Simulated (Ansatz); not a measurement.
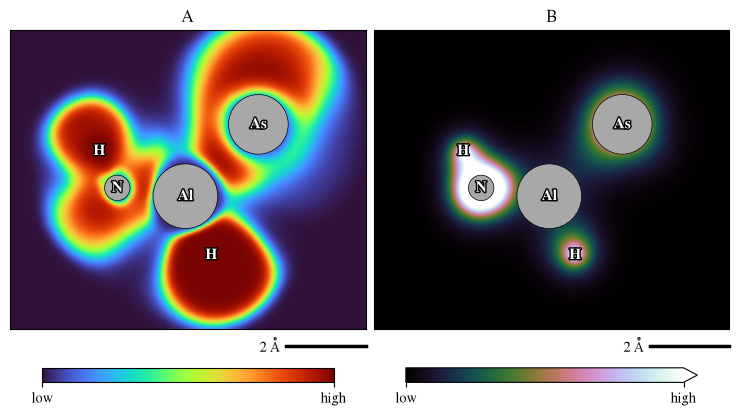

AlAsH4N (charge −1): 2 fields on the plane of atoms Al2, N1 and H4, with unlabelled colour scales. Grey discs cover the atomic cores.

These are results of RKS B3LYP-D4/def2-SVP in Ansatz, not measurements.

Question: The panels show electron density and electron localisation function in some order. Assign them.

Answer: Panel A: electron localisation function. Panel B: electron density. From the grid: Al–N (1.72 Å): ρ at the midpoint is about 0.9 e/Å³; the ELF peaks at about 0.90 in the valence shell of N, 0.6 Å from its nucleus, and is about 0.50 at the midpoint. Al–As (2.57 Å): the density is about 0.44 e/Å³ at the midpoint; the ELF peaks at about 0.95 between the atoms, as expected for a covalent bond.
